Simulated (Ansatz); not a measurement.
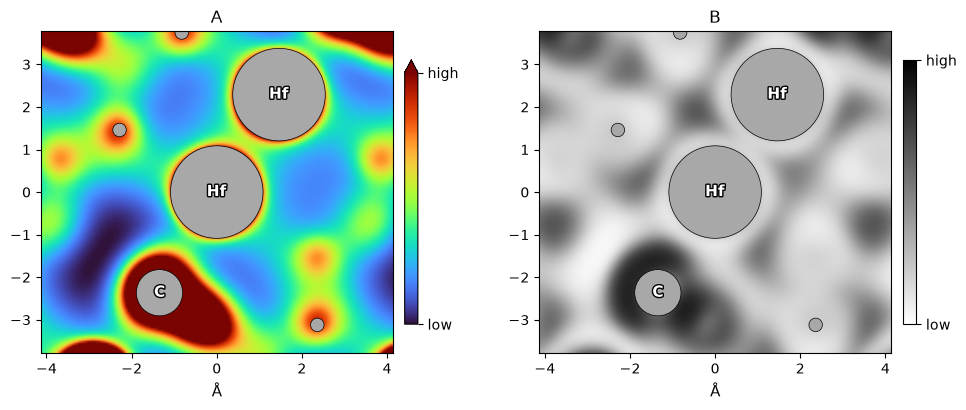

Hf$_{4}$C$_{3}$: 2 fields on the (111) plane of the conventional cell, with unlabelled colour scales. Grey discs cover the atomic cores.

Space group P6/mmm; a structure generated by program, which may or may not match a known phase.

Computed with DFT PBE, scalar-relativistic, plane waves, PAW in Ansatz.

The panels show electron localisation function and valence pseudo-density in some order. Assign them.

Answer. Panel A: valence pseudo-density. Panel B: electron localisation function. From the grid: Hf–Hf (2.72 Å): ρ at the midpoint is about 0.3 e/Å³; the ELF is about 0.15 at the midpoint; no shared electron pair shows on this line. Hf–C (2.72 Å): the density is about 0.24 e/Å³ at the midpoint; the ELF peaks at about 0.80 in the valence shell of C, 0.8 Å from its nucleus, and is about 0.20 at the midpoint (no localised pair shows between them).
